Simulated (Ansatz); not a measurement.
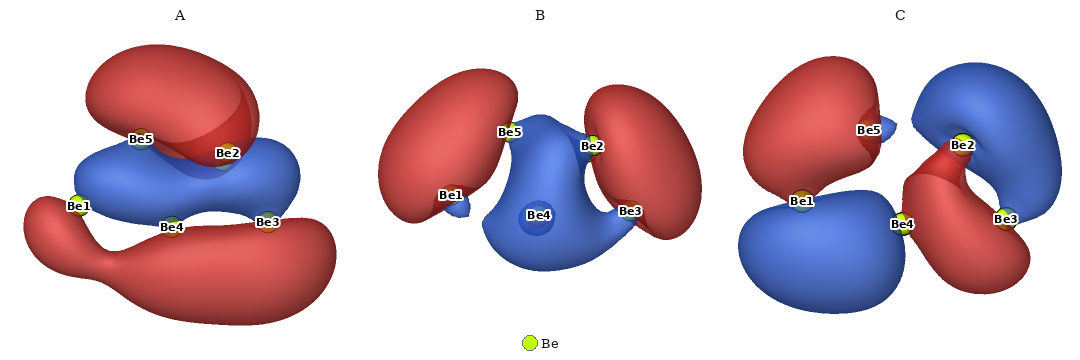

The picture shows: Be6 (charge +1, doublet). Three frontier orbitals at ±0.06 Å⁻³ᐟ² (red and blue are the two phases), in no order.

Geometry: PBE0/def2-TZVP.

Theory: Ansatz 0.2.0, UKS PBE0/def2-TZVP.

```yaml
atoms:
  - { symbol: Be, position_ang: [-1.7136, -1.2469, -1.2009] }
  - { symbol: Be, position_ang: [0.0860, 0.5480, 1.3748] }
  - { symbol: Be, position_ang: [1.8965, -0.0933, 0.7654] }
  - { symbol: Be, position_ang: [0.1935, -0.9441, -0.2688] }
  - { symbol: Be, position_ang: [-1.2702, 0.5477, -0.3238] }
  - { symbol: Be, position_ang: [0.8079, 1.1887, -0.3468] }
```

Question: Which picture is the HOMO−1, the HOMO and the LUMO? All are α orbitals.

Answer: B is the HOMO−1 (α) (−10.59 eV). It lies mainly on Be1 (about 20 %), Be5 (about 20 %), Be3 (about 15 %), Be2 (about 15 %), Be6 (about 15 %) and Be4 (about 10 %). C is the HOMO (α) (−9.87 eV). Its weight (Hirshfeld) is mainly on Be1 (about 35 %), Be4 (about 20 %), Be5 (about 15 %), Be2 (about 10 %), Be6 (about 10 %) and Be3 (about 10 %). A is the LUMO (α) (−7.58 eV). Its weight (Hirshfeld) is mainly on Be3 (about 25 %), Be5 (about 20 %), Be4 (about 20 %), Be2 (about 15 %), Be6 (about 15 %) and Be1 (about 10 %).

Question: What is the gap between the highest occupied and lowest empty α orbitals?

Answer: 2.29 eV between the orbital energies.
